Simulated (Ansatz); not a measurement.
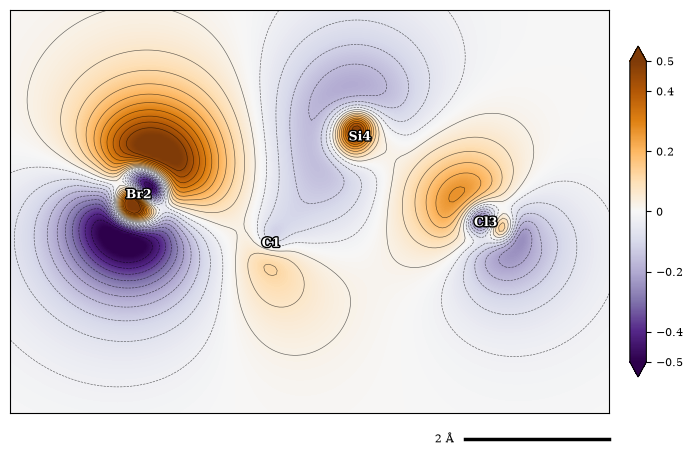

Figure. CH2BrClSi (SMILES Cl[Si]CBr). The HOMO−1 on the plane of atoms C1, Si4 and Cl3 (values in Å⁻³ᐟ²; the overall sign is arbitrary).

Geometry: PBE0-D3(BJ)/def2-SVP.

Theory: isolated molecule in a Gaussian basis; Kohn-Sham density functional theory, functional PBE0 (Ansatz).

Input

```
crystal:
  periodic: [false, false, false]
  atoms:
    - {symbol: C, position_ang: [0.697726, 0.237970, 2.736390]}
    - {symbol: Br, position_ang: [0.376907, -1.679081, 2.752559]}
    - {symbol: Cl, position_ang: [0.348447, 3.011454, 1.693862]}
    - {symbol: Si, position_ang: [-0.307682, 1.046473, 1.315557]}
    - {symbol: H, position_ang: [0.410938, 0.641253, 3.721294]}
    - {symbol: H, position_ang: [1.780955, 0.402790, 2.616814]}
basis:
  gaussian:
    orbitals: def2-TZVPD
output: {forces: true, orbitals: {seedname: orbitals}}
magnetization:
  spin_polarized: false
hamiltonian:
  xc: {name: PBE0}
```

Launched as:

```sh
ansatz run input.yaml --threads 2 --pin off --max-ram 4350MiB --events-out events.jsonl --progress --plain --runs-dir runs
```

### Describe this orbital and give its energy.

It lies mainly on Br2 (about 70 %), Si4 (about 15 %) and Cl3 (about 10 %); largely a lone pair of Br2. Its energy is −8.24 eV.
